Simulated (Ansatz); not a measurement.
C3H8BNO

```tsv
atom	x (Å)	y (Å)	z (Å)
B	1.8417	-2.1453	0.8233
C	0.7995	-1.1223	0.8136
O	-0.3718	-1.3157	0.0286
C	-1.0280	-0.3425	-0.4372
N	-0.6380	0.9156	-0.3003
C	-1.3162	2.0535	-0.8634
H	1.7554	-3.1416	0.1338
H	2.8181	-1.9682	1.5239
H	0.7035	-0.2251	1.4367
H	0.3101	1.0091	0.0757
H	-1.9451	-0.5771	-0.9881
H	-2.2628	1.7321	-1.3198
H	-1.5452	2.7987	-0.0862
H	-0.7061	2.5352	-1.6432
```

Level of theory: Ansatz, RKS PBE0-D4/def2-SVP.

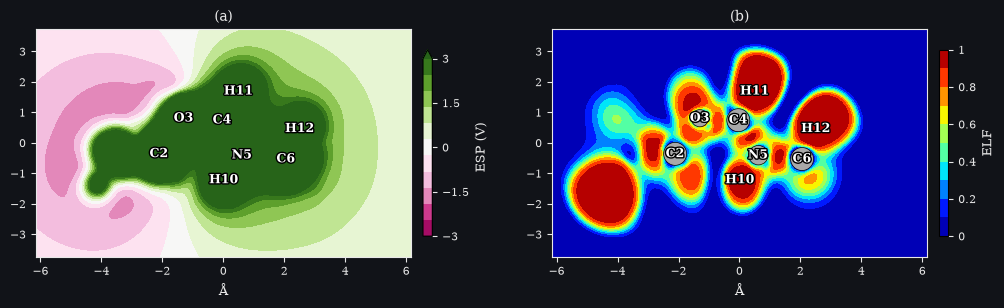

Figure 1. (a) molecular electrostatic potential; (b) ELF on the plane of atoms N5, C4 and H11. Grey discs cover the atomic cores in the ELF map.

### Interpret the plot.

- Atoms in the plane: C, O, N and H.
- C–O (1.26 Å): the ELF peaks at about 0.90 between the atoms (a short, strongly polar bond).
- C–N (1.32 Å): the ELF peaks at about 0.95 between the atoms; a covalent bond.
- N–H (1.02 Å): the ELF climbs to about 1 towards the hydrogen, as it does in any bond to H: an ordinary covalent bond to hydrogen.
- C–O (1.42 Å): the ELF peaks at about 0.90 between the atoms (a polar covalent bond).
- C–N (1.44 Å): the ELF peaks at about 0.95 between the atoms; a shared electron pair.
- The ELF also peaks beside O3, away from the bonds: lone-pair regions.
- Outside the dense part of the molecule the potential is most negative (−1.7 V) near H7, which lies off the plane.

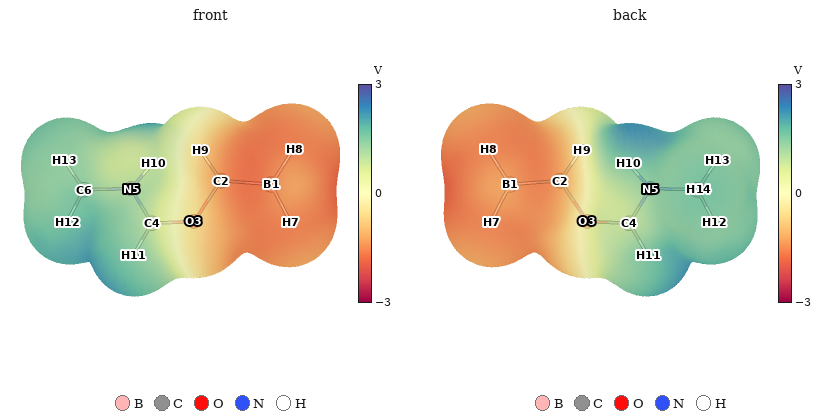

Figure 2. The molecular electrostatic potential painted on the density surface at 0.002 e/bohr³, seen from the front and from behind; red is negative and blue positive.

### Where is the surface potential most negative and most positive?

The most negative region (about −1.9 V) lies over H8, the most positive (about +2.3 V) over H10.

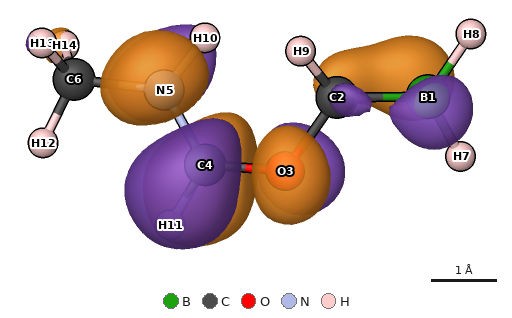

Figure 3. One frontier orbital at ±0.1 Å⁻³ᐟ² (orange and purple are the two phases), seen at a tilt.

### Which orbital is it: HOMO or LUMO?

The LUMO, at −1.03 eV. By Hirshfeld shares it lies mainly on C4 (about 40 %), O3 (about 20 %), N5 (about 15 %) and B1 (about 5 %).
